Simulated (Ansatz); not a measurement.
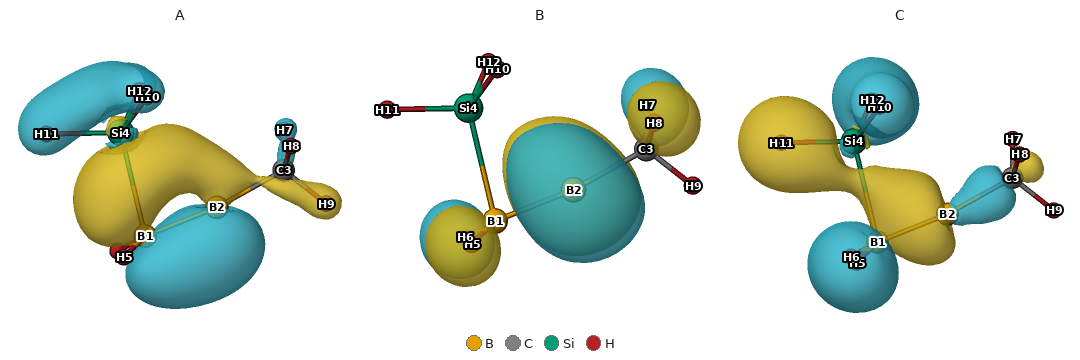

CH₈B₂Si. Three frontier orbitals at ±0.1 Å⁻³ᐟ² (yellow and cyan are the two phases), in no order.

Geometry: PBE0-D4/def2-TZVP.

The calculation used RKS PBE0-D4/def2-TZVPP (Ansatz 0.2.0).

Input file:

```
crystal:
  periodic: [false, false, false]
  atoms:
    - {symbol: B, position_ang: [0.148051, 1.496220, -0.277129]}
    - {symbol: B, position_ang: [-0.372559, 0.454909, 0.729793]}
    - {symbol: C, position_ang: [-0.805778, -0.710452, 1.605657]}
    - {symbol: Si, position_ang: [0.676365, -0.258729, -1.344038]}
    - {symbol: H, position_ang: [1.230217, 1.988964, -0.085408]}
    - {symbol: H, position_ang: [-0.618663, 2.019559, -1.043101]}
    - {symbol: H, position_ang: [-1.418509, -1.417757, 1.036479]}
    - {symbol: H, position_ang: [0.082616, -1.257213, 1.943647]}
    - {symbol: H, position_ang: [-1.365943, -0.383600, 2.484673]}
    - {symbol: H, position_ang: [1.651529, -1.166370, -0.671442]}
    - {symbol: H, position_ang: [1.334283, 0.291330, -2.558110]}
    - {symbol: H, position_ang: [-0.464606, -1.111961, -1.787021]}
basis:
  gaussian: {orbitals: def2-TZVPP}
hamiltonian: {xc: pbe0, dispersion: d4}
output: {orbitals: {seedname: orbitals}}
```

Run with:

```sh
ansatz run in.yaml --threads 2 --pin off --events-out ev --progress --plain --max-ram 4352MiB
```

### Order the three orbitals by energy and name them.

C is the HOMO−1 (−8.97 eV). By Hirshfeld shares it lies mainly on B1 (about 20 %), Si4 (about 20 %), H11 (about 15 %), H5 (about 10 %), B2 (about 10 %) and H12 (about 10 %). A is the HOMO (−7.24 eV). Its weight (Hirshfeld) is mainly on B1 (about 30 %), B2 (about 25 %) and Si4 (about 25 %). B is the LUMO (−1.53 eV). Its weight (Hirshfeld) is mainly on B2 (about 50 %), B1 (about 10 %) and C3 (about 10 %).

### What is the HOMO–LUMO gap?

5.71 eV between the orbital energies.
